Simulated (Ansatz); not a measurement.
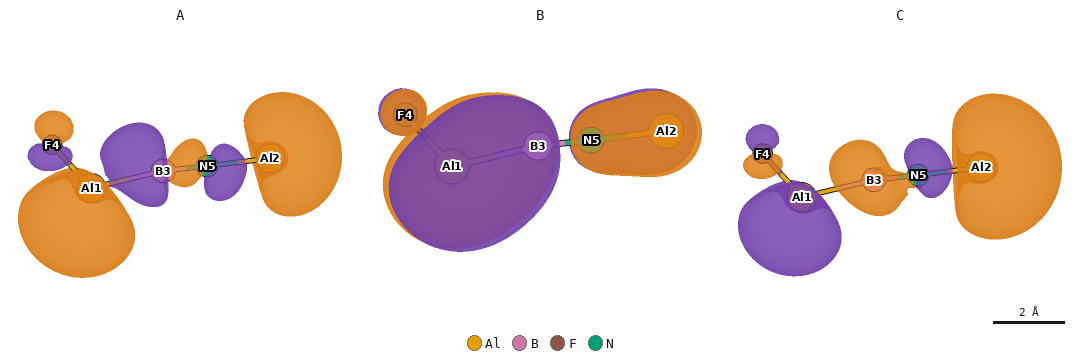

Figure 1: Al2BFN (SMILES [F][Al][B][N][Al]) (doublet). Three frontier orbitals at ±0.06 Å⁻³ᐟ² (orange and purple are the two phases), in no order.

Geometry: r2SCAN-D4/def2-SVP.

All numbers below come from isolated molecule in a Gaussian basis; Kohn-Sham density functional theory, functional PBE0 in Ansatz.

Input

```
crystal:
  periodic: [false, false, false]
  atoms:
    - {symbol: Al, position_ang: [-1.056338, 0.376155, -1.181592]}
    - {symbol: Al, position_ang: [1.884483, -0.833028, 2.928796]}
    - {symbol: B, position_ang: [0.251540, -0.043510, 0.424662]}
    - {symbol: F, position_ang: [-0.478792, 1.258102, -2.479118]}
    - {symbol: "N", position_ang: [0.917257, -0.373877, 1.461588]}
basis:
  gaussian:
    orbitals: def2-TZVPD
magnetization:
  spin_polarized: true
  initial_magnetization: 1
hamiltonian:
  xc: {name: PBE0}
output:
  forces: true
  orbitals: {seedname: orbitals}
```

Launched as:

```sh
ansatz run input.yaml --threads 1 --pin off --max-ram 2610MiB --events-out events.jsonl --progress --plain --runs-dir runs
```

**Which picture is the HOMO−1, the HOMO and the LUMO? All are α orbitals.**

C is the HOMO−1 (α) (−6.56 eV). Its weight (Hirshfeld) is mainly on Al2 (about 60 %), Al1 (about 25 %) and N5 (about 5 %); it is symmetric in the molecular plane (an in-plane orbital: σ, lone-pair or in-plane π type). A is the HOMO (α) (−6.20 eV). By Hirshfeld shares it lies mainly on Al1 (about 50 %), Al2 (about 30 %) and B3 (about 10 %); it is symmetric in the molecular plane (an in-plane orbital: σ, lone-pair or in-plane π type). B is the LUMO (α) (−2.58 eV). Its weight (Hirshfeld) is mainly on Al1 (about 60 %), B3 (about 20 %), Al2 (about 10 %) and N5 (about 5 %); it changes sign across the molecular plane (π type); π-bonding across Al1–B3.

**What is the gap between the highest occupied and lowest empty α orbitals?**

3.62 eV between the orbital energies.
